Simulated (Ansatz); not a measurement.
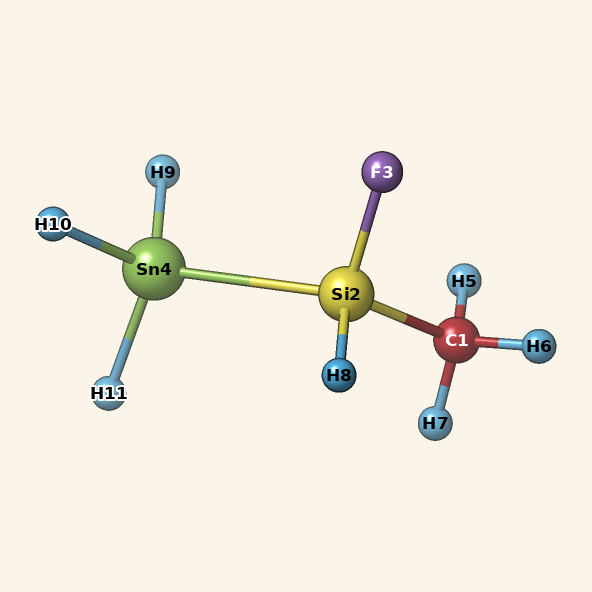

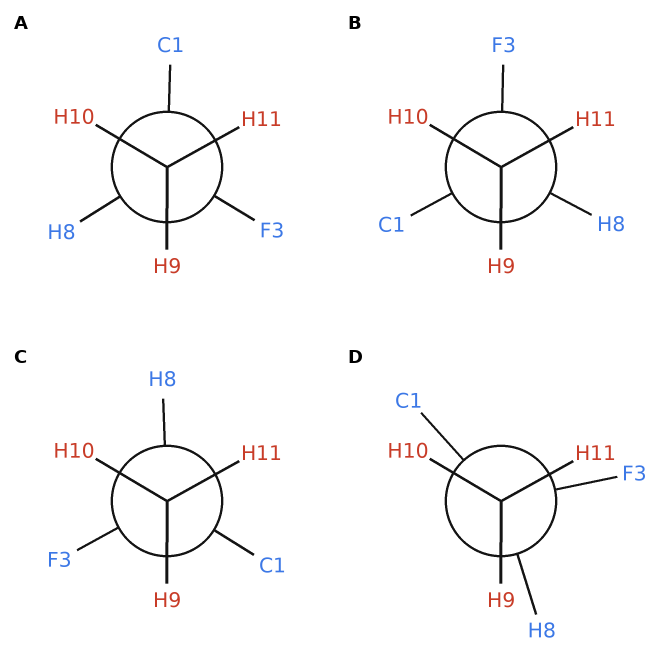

Depth is shown by fading: the farther an atom, the more it takes the colour of the background. Bonds that would overlap in a projection are set slightly apart. The computed structure is the end point of a PBE-D4/def2-SVP optimisation. No frequency run is at hand to confirm it as a minimum.

Question: Which Newman projection shows the view along Sn4–Si2, with Sn4 in front?

Answer: C. The torsion angle H9–Sn4–Si2–F3 is 61°, synclinal (gauche).
